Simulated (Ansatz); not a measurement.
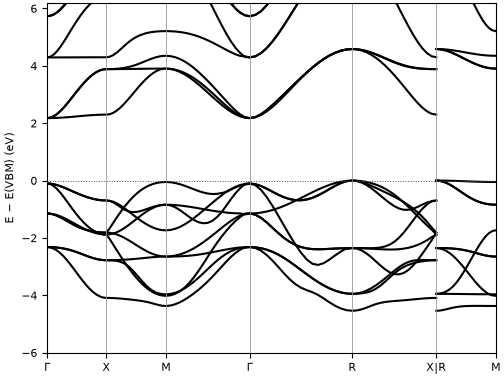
*Band structure from DFT-r²SCAN in the program Ansatz with PAW potentials*

Question: Read off the gap and where the band edges lie.

Answer: About 2.2 eV (2.18 eV by a search for the band edges); maximum at R, minimum at Γ.

The material is BaTiO3 (cubic perovskite, space group No. 221).

Space group Pm-3m (cubic perovskite). This is a known high-temperature phase of the composition, computed here at zero pressure and temperature. Symmetry was held in the r²SCAN relaxation. At this level the phase is dynamically unstable (imaginary phonons). No spin polarisation was allowed. Spin–orbit coupling is left out wherever it is not named.

Potentials: the earlier of the program's two PAW sets.
